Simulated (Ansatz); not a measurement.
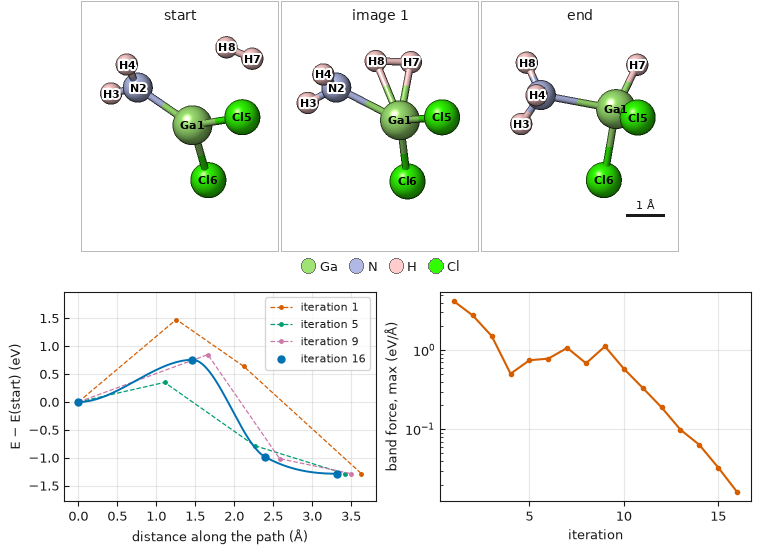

A search for the minimum-energy path of GaNH4Cl2, made up at the start of GaNH2Cl2 and H₂ by the nudged elastic band. Images are numbered from 0 (start) to 3 (end). The plot follows the band through its iterations. Style: ball-and-stick. Shown at a tilt.

All numbers below come from RKS PBE0-D4/def2-SVP in Ansatz.

The input:
```yaml
crystal:
  periodic: [false, false, false]
  atoms:
    - { symbol: Ga, position_ang: [-0.010732, -0.191487, 0.334508] }
    - { symbol: "N", position_ang: [0.017565, -0.389884, 2.115929] }
    - { symbol: H, position_ang: [-0.783016, -0.717248, 2.641366] }
    - { symbol: H, position_ang: [0.877537, -0.408426, 2.649119] }
    - { symbol: Cl, position_ang: [1.779505, 0.243978, -0.743751] }
    - { symbol: Cl, position_ang: [-1.826485, -0.427839, -0.762881] }
    - { symbol: H, position_ang: [-0.53916, 2.576431, 0.436202] }
    - { symbol: H, position_ang: [-0.485914, 2.328075, 1.154808] }
basis:
  gaussian: { orbitals: def2-SVP }
hamiltonian:
  xc: pbe0
  dispersion: d4
neb:
  order_check: false
  images: 2
  f_tol: 0.03
  max_iterations: 60
  climbing: true
  final_atoms:
    - { symbol: Ga, position_ang: [-0.17741209, 0.70405378, -0.04232269] }
    - { symbol: "N", position_ang: [-0.11228992, 0.30181468, 2.0147765] }
    - { symbol: H, position_ang: [-0.82130409, -0.41004123, 2.202849] }
    - { symbol: H, position_ang: [0.80732033, -0.0975595, 2.2137496] }
    - { symbol: Cl, position_ang: [1.8232307, -0.06653411, -0.47625184] }
    - { symbol: Cl, position_ang: [-1.76223567, -0.73478908, -0.49301043] }
    - { symbol: H, position_ang: [-0.45942144, 2.22279649, -0.23326796] }
    - { symbol: H, position_ang: [-0.26858781, 1.09385896, 2.63877781] }
  initial_path:
    images:
      - { positions_ang: [[-0.010732, -0.191487, 0.334508], [0.017565, -0.389884, 2.115929], [-0.783016, -0.717248, 2.641366], [0.877537, -0.408426, 2.649119], [1.779505, 0.243978, -0.743751], [-1.826485, -0.427839, -0.762881], [-0.53916, 2.576431, 0.436202], [-0.485914, 2.328075, 1.154808]] }
      - { positions_ang: [[0.00334484, -0.03453888, 0.10184744], [0.00806172, -0.16465191, 2.21429997], [-0.8409068, -0.48067451, 2.73256986], [0.87463496, 0.00632328, 2.75494269], [1.89535295, 0.16716386, -0.99850064], [-1.89253587, -0.1070124, -1.0150231], [-0.55871828, 1.98936289, 0.57442741], [-0.45993352, 1.63762769, 1.46073636]] }
      - { positions_ang: [[-0.05221519, 0.26397471, -0.02376279], [-0.03522325, 0.06591432, 2.18058247], [-0.85366949, -0.37827226, 2.58639753], [0.85122941, 0.10994545, 2.60981956], [1.90992818, 0.06365982, -0.90933425], [-1.87111943, -0.2093291, -0.92506625], [-0.53213876, 1.87148472, 0.35127076], [-0.38749146, 1.22622234, 1.95539296]] }
      - { positions_ang: [[-0.17741209, 0.70405378, -0.04232269], [-0.11228992, 0.30181468, 2.0147765], [-0.82130409, -0.41004123, 2.202849], [0.80732033, -0.0975595, 2.2137496], [1.8232307, -0.06653411, -0.47625184], [-1.76223567, -0.73478908, -0.49301043], [-0.45942144, 2.22279649, -0.23326796], [-0.26858781, 1.09385896, 2.63877781]] }
```

Launched with:
```bash
ansatz run input.yaml --threads 2 --pin off --max-ram 3072MiB --backend cpu --events-out ev --progress --plain --runs-dir out
```

How did the profile develop, and is the result final?

The run is converged, with reservations. The band converged in 16 iterations. The largest component of the band force went from 4.2 to 0.016 eV/Å. The climbing image converged on the top of the path. Its curvatures weren't checked. So few images resolve the path coarsely. The first iteration put the highest image at 1.48 eV. The energy climbs by 0.76 eV to image 1 and then falls by 2.04 eV, so the end point sits at −1.28 eV.

Limits of the set-up: the start holds two separate molecules, 2.7 Å apart at their closest, whose relative position is a soft coordinate.

Cost: 94 s on 2 threads of Arm Neoverse V1, with other jobs on the host, peak memory 0.25 GiB.
